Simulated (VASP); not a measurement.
Band structure of Si2N2O (space group Cmc2_1). These are PBEsol GGA, VASP's PBE PAW potentials (set 64) (plane waves; VASP) values and carry that method's errors.

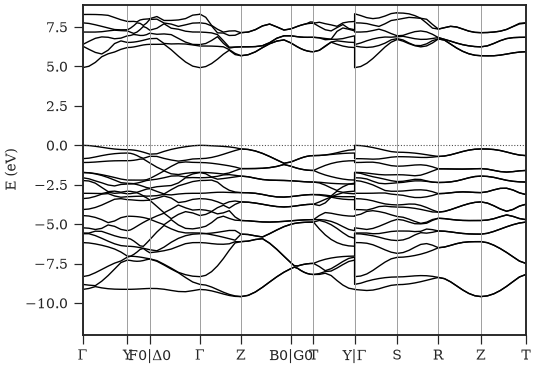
Fig. 1. Bands along high-symmetry lines, zero at the valence-band maximum or, without a gap, the Fermi level

### Question
Read the plot: is there a gap, and where are the band edges?

### Answer
The gap is direct, 4.92 eV, from the valence maximum at Γ to the conduction minimum at Γ. (Edges off the drawn lines would not show.)

The structure comes from a computed database's Si2N2O entry (Cmc2_1), a phase known from measurement. It was relaxed first.
